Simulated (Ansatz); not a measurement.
# HCl with SO₂: superposition error and deformation, part 3 of 3

Ansatz 0.2.0, Gaussian basis. Earlier steps stand in the parts before.

## 24. revPBE-D4/def2-TZVPPD

The inputs:

free-a/in.yaml

```yaml
crystal:
  periodic: [false, false, false]
  atoms:
    - {symbol: Cl, position_ang: [0.261304, 0.079415, -2.619078]}
    - {symbol: H, position_ang: [-0.112351, -0.204533, -1.429467]}
basis:
  gaussian: {orbitals: "def2-TZVPPD.json"}
hamiltonian: {xc: {name: revPBE}, dispersion: d4}
```

free-b/in.yaml

```yaml
crystal:
  periodic: [false, false, false]
  atoms:
    - {symbol: O, position_ang: [-0.693607, -0.630188, 0.505879]}
    - {symbol: S, position_ang: [-0.246527, -0.115139, 1.764158]}
    - {symbol: O, position_ang: [0.791180, 0.870445, 1.778608]}
basis:
  gaussian: {orbitals: "def2-TZVPPD.json"}
hamiltonian: {xc: {name: revPBE}, dispersion: d4}
```

Each run has its own folder and the same command.

Started as:

```bash
$ ansatz run in.yaml --threads 4 --pin off --events-out ev --progress --plain --max-ram 9574MiB
```

Output in free-a, cut to the lines that bear on the results:

```text
Functional definition: revPBE
  name "revPBE"
  cite "Zhang & Yang, Phys. Rev. Lett. 80, 890 (1998) doi:10.1103/PhysRevLett.80.890"
  cite "Perdew, Burke & Ernzerhof, Phys. Rev. Lett. 77, 3865 (1996) doi:10.1103/PhysRevLett.77.3865"
[...]
383 factors; their error is unknown
[...]
mean field -12537.30941512 eV, -460.7376229119 hartree, gradient 5.5e-5 eV, S^2 0.000000; 0 other end points of the search recorded, 0 dependent functions left out
reference -12537.30947585 eV, -460.7376251440 hartree; 9, 9 occupied and 59, 59 virtual orbitals, 383 factors
Total energy: -12537.33267271 eV, -460.7384776128 hartree
```

free-b printed, cut to the lines that bear on the results:

```text
[... 4 set-up lines as earlier in the session ...]
[...]
686 factors; their error is unknown
[...]
mean field -14928.28128585 eV, -548.6042185024 hartree, gradient 3.0e-5 eV, S^2 0.000000; 0 other end points of the search recorded, 0 dependent functions left out
reference -14928.28134192 eV, -548.6042205632 hartree; 16, 16 occupied and 115, 115 virtual orbitals, 686 factors
Total energy: -14928.43462806 eV, -548.6098537249 hartree
```

Wall times: 0.2 s (free-a), 0.6 s (free-b) on 4 threads of Arm Neoverse V1, shared host.

## 25. B97M-V/def2-TZVPPD

The same edit goes into each in.yaml of step 24 (free-a, free-b):

```diff
-hamiltonian: {xc: {name: revPBE}, dispersion: d4}
+hamiltonian: {xc: {name: B97M-V}}
```

One command serves all of them, each in its own folder.

Started as:

```bash
$ ansatz run in.yaml --threads 4 --pin off --events-out ev --progress --plain --max-ram 9574MiB
```

free-a printed, cut to the lines that bear on the results:

```text
[... 5 set-up lines as earlier in the session ...]
  # Of w^i u^j: cxij and so on, Table III.
[...]
  gx(w, u) = cx00 + cx01*u + cx02*u^2 + (cx10 + cx11*u)*w
[...]
  gos(w, u) = cos00 + cos01*u + cos03*u^3 + cos10*w + cos32*w^3*u^2
[...]
      + integral(e_c_pw_mod_opposite_spin*gos(b97_w_opposite, b97_u_opposite)) + vv10(b, c)
383 factors; their error is unknown
[...]
mean field -12536.26402816 eV, -460.6992056499 hartree, gradient 3.8e-5 eV, S^2 0.000000; 0 other end points of the search recorded, 0 dependent functions left out
reference -12536.26409922 eV, -460.6992082615 hartree; 9, 9 occupied and 59, 59 virtual orbitals, 383 factors
Total energy: -12536.26409922 eV, -460.6992082615 hartree
```

Log of free-b, cut to the lines that bear on the results:

```text
[... 5 set-up lines as earlier in the session ...]
  # Of w^i u^j: cxij and so on, Table III.
[...]
  gx(w, u) = cx00 + cx01*u + cx02*u^2 + (cx10 + cx11*u)*w
[...]
  gos(w, u) = cos00 + cos01*u + cos03*u^3 + cos10*w + cos32*w^3*u^2
[...]
      + integral(e_c_pw_mod_opposite_spin*gos(b97_w_opposite, b97_u_opposite)) + vv10(b, c)
686 factors; their error is unknown
[...]
mean field -14927.12683765 eV, -548.5617933137 hartree, gradient 1.8e-5 eV, S^2 0.000000; 0 other end points of the search recorded, 0 dependent functions left out
reference -14927.12690224 eV, -548.5617956875 hartree; 16, 16 occupied and 115, 115 virtual orbitals, 686 factors
Total energy: -14927.12690224 eV, -548.5617956875 hartree
```

Times: 0.55 s (free-a), 1.8 s (free-b) on 4 threads of Arm Neoverse V1, shared host.

## 26. HSE06-D4/def2-TZVPPD

Each input of step 25 (free-a, free-b) changes in the same lines:

```diff
-hamiltonian: {xc: {name: B97M-V}}
+hamiltonian: {xc: hse06, dispersion: d4}
```

Each run has its own folder and the same command.

Started as:

```bash
$ ansatz run in.yaml --threads 4 --pin off --events-out ev --progress --plain --max-ram 9574MiB
```

Log of free-a, cut to the lines that bear on the results:

```text
[... 6 set-up lines as earlier in the session ...]
[...]
393 factors; their error is unknown
31 factors; integrals over basis functions are off by at most 1.5e-4 eV
[...]
mean field -12535.16317582 eV, -460.6587500725 hartree, gradient 8.4e-5 eV, S^2 0.000000; 0 other end points of the search recorded, 0 dependent functions left out
reference -12535.16322274 eV, -460.6587517968 hartree; 9, 9 occupied and 59, 59 virtual orbitals, 393 factors
Total energy: -12535.16739589 eV, -460.6589051573 hartree
```

Log of free-b, cut to the lines that bear on the results:

```text
[... 6 set-up lines as earlier in the session ...]
[...]
724 factors; their error is unknown
48 factors; integrals over basis functions are off by at most 9.5e-5 eV
[...]
mean field -14922.75782605 eV, -548.4012350987 hartree, gradient 5.6e-5 eV, S^2 0.000000; 0 other end points of the search recorded, 0 dependent functions left out
reference -14922.75787106 eV, -548.4012367528 hartree; 16, 16 occupied and 115, 115 virtual orbitals, 724 factors
Total energy: -14922.79089206 eV, -548.4024502522 hartree
```

Wall times: 0.3 s (free-a), 0.75 s (free-b) on 4 threads of Arm Neoverse V1, shared host.

## 27. CCSD(T)/def2-TZVPPD

The same edit goes into each in.yaml of step 26 (free-a, free-b):

```diff
-hamiltonian: {xc: hse06, dispersion: d4}
+correlation: {method: ccsd_t}
```

Each run has its own folder and the same command.

Started as:

```bash
$ ansatz run in.yaml --threads 4 --pin off --events-out ev --progress --plain --max-ram 9574MiB
```

Output in free-a, cut to the lines that bear on the results:

```text
[... 4 set-up lines as earlier in the session ...]
[...]
386 factors; integrals over basis functions are off by at most 1.1e-3 eV
[...]
mean field -12519.95660591 eV, -460.0999189357 hartree, gradient 2.5e-6 eV, S^2 0.000000; 0 other end points of the search recorded, 0 dependent functions left out
5 core orbitals not correlated: weight in the atoms' cores, before any rotation towards them, 1.000 or more for the frozen orbitals, at most 0.000 for the correlated occupied ones
reference -12519.95660591 eV, -460.0999189357 hartree; 4, 4 occupied and 59, 59 virtual orbitals, 386 factors
second order -5.58050074 eV of doubles, -0.00000000 eV of singles
cycle   1  -5.99498247 eV  change   -4.1e-1 eV  update   3.9e-2
[...]
cycle   8  -6.13748850 eV  change    9.3e-7 eV  update   3.3e-6
perturbative correction -0.22600154 eV, -0.0083054032 hartree
Total energy: -12526.32009594 eV, -460.3337728812 hartree
```

Log of free-b, cut to the lines that bear on the results:

```text
[... 4 set-up lines as earlier in the session ...]
[...]
803 factors; integrals over basis functions are off by at most 6.7e-4 eV
[...]
mean field -14892.94709500 eV, -547.3057109391 hartree, gradient 3.5e-6 eV, S^2 0.000000; 0 other end points of the search recorded, 0 dependent functions left out
7 core orbitals not correlated: weight in the atoms' cores, before any rotation towards them, 1.000 or more for the frozen orbitals, at most 0.000 for the correlated occupied ones
reference -14892.94709500 eV, -547.3057109391 hartree; 9, 9 occupied and 115, 115 virtual orbitals, 803 factors
second order -17.92274045 eV of doubles, -0.00000000 eV of singles
cycle   1  -16.97413033 eV  change    9.5e-1 eV  update   1.4e-1
[...]
cycle  10  -17.73974633 eV  change    1.8e-5 eV  update   1.2e-5
perturbative correction -0.92705780 eV, -0.0340687456 hartree
Total energy: -14911.61389912 eV, -547.9917033379 hartree
```

Wall times: 0.3 s (free-a), 2.2 s (free-b) on 4 threads of Arm Neoverse V1, shared host.

## 28. The split

| method | interaction with counterpoise (kJ/mol) | without | superposition error | deformation | binding energy |
| --- | --- | --- | --- | --- | --- |
| PBE-D4 | -12.78 | -13.27 | 0.49 | -0.22 | -13.00 |
| revPBE-D4 | -10.74 | -11.23 | 0.49 | -0.26 | -11.00 |
| BLYP-D4 | -11.79 | -12.29 | 0.50 | -0.30 | -12.08 |
| r2SCAN-D4 | -11.64 | -12.00 | 0.36 | 0.10 | -11.54 |
| B97M-V | -11.97 | -12.34 | 0.37 | 0.30 | -11.67 |
| PBE0-D4 | -12.51 | -12.91 | 0.40 | 0.23 | -12.28 |
| B3LYP-D4 | -12.47 | -12.89 | 0.42 | 0.10 | -12.37 |
| HSE06-D4 | -12.51 | -12.90 | 0.40 | 0.22 | -12.28 |
| wB97X-V | -11.15 | -11.54 | 0.39 | 0.29 | -10.86 |
| wB97M-V | -11.05 | -11.35 | 0.31 | 0.27 | -10.78 |
| B2PLYP | -9.31 | -10.29 | 0.98 | 0.16 | -9.14 |
| Hartree-Fock | -5.34 | -5.61 | 0.27 | 0.94 | -4.40 |
| MP2 | -10.89 | -13.33 | 2.44 | 0.28 | -10.61 |
| CCSD | -9.06 | -11.33 | 2.27 | 0.38 | -8.68 |
| CCSD(T) | -9.98 | -12.50 | 2.52 | 0.22 | -9.77 |

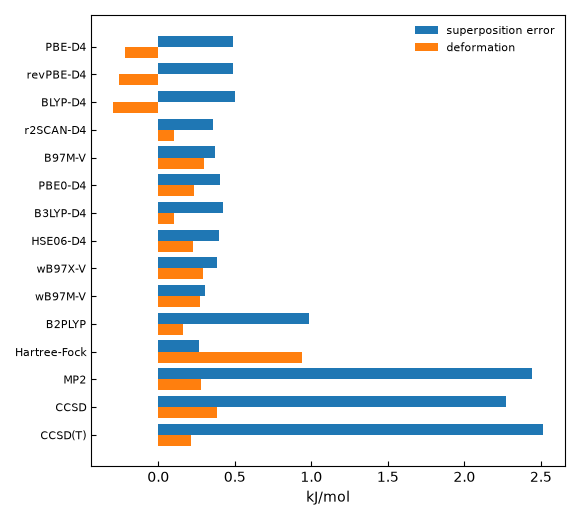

Superposition error and deformation energy by method.

## 29. Summary of results

This closing draws on all 3 parts.

| quantity | value |
| --- | --- |
| interaction, CCSD(T) | -9.98 kJ/mol |
| superposition error | 2.52 kJ/mol |
| deformation | 0.22 kJ/mol |
| binding energy | -9.77 kJ/mol |

What this shows: In this basis the superposition error is 2.52 kJ/mol for CCSD(T) and 0.41 kJ/mol on average for the plain functionals: correlated methods borrow far more, since they need many more functions to converge. Deformation takes back 2 % of the interaction. The free shapes are PBE0-D4 minima, so other methods can show a small negative deformation energy.
